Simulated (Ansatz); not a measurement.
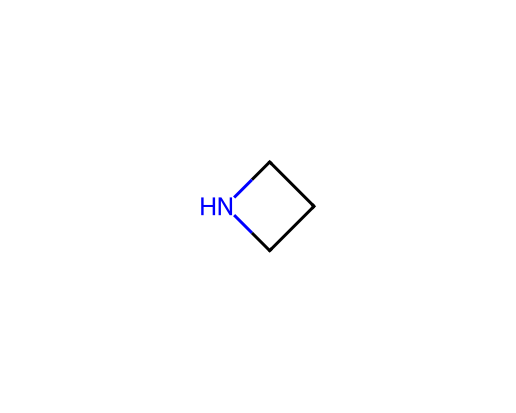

2D structure.

Transcribe the drawing into SMILES.

Answer. C1CNC1

Give the formula, hydrogens included.

Answer. C3H7N.

An optimisation with PBE0-D4/def2-TZVP gave a structure of which point group?

Answer. Cs.

More results for the same structure follow; atom numbers are the same in all pictures, views and colours differ. The geometry was computed by an optimisation with PBE0-D4/def2-TZVP.

**Vibrations**

Harmonic vibrations computed with RKS PBE0-D4/def2-TZVP (Ansatz 0.2.0) at a stationary point of the same level.

List the wavenumbers.

Answer. 27 modes: 215, 651, 753, 835, 939, 953, 979, 1047, 1074, 1119, 1170, 1203, 1221, 1271, 1279, 1359, 1388, 1479, 1502, 1531, 3001, 3005, 3078, 3080, 3100, 3156, 3553 cm⁻¹.

**Levels of theory compared**

Program: Ansatz 0.2.0.

At this fixed geometry, give dipole (D) at these levels: B3LYP-D4/def2-TZVPP; PBE-D4/def2-TZVPP; PBE0-D4/def2-TZVP; r2SCAN-D4/def2-TZVPP; ωB97M-V/def2-TZVPP.

```
               level  dipole (D)
 B3LYP-D4/def2-TZVPP        1.22
   PBE-D4/def2-TZVPP        1.15
   PBE0-D4/def2-TZVP        1.24
r2SCAN-D4/def2-TZVPP        1.19
  ωB97M-V/def2-TZVPP        1.24
```

**Charges**

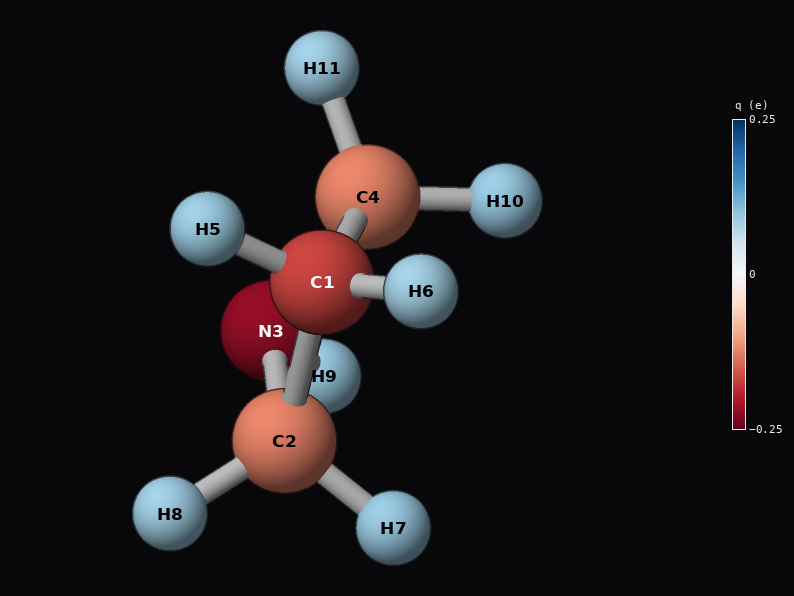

Atoms are coloured by their Mulliken charges. Properties computed with RKS ωB97M-V/def2-TZVPP (Ansatz 0.2.0).

List the Mulliken charges.

| atom | value (e) |
| --- | --- |
| C1 | −0.17 |
| C2 | −0.12 |
| N3 | −0.22 |
| C4 | −0.12 |
| H5 | 0.09 |
| H6 | 0.09 |
| H7 | 0.09 |
| H8 | 0.09 |
| H9 | 0.09 |
| H10 | 0.09 |
| H11 | 0.09 |

Mulliken values depend strongly on the basis set and can even reverse the polarity of a bond.
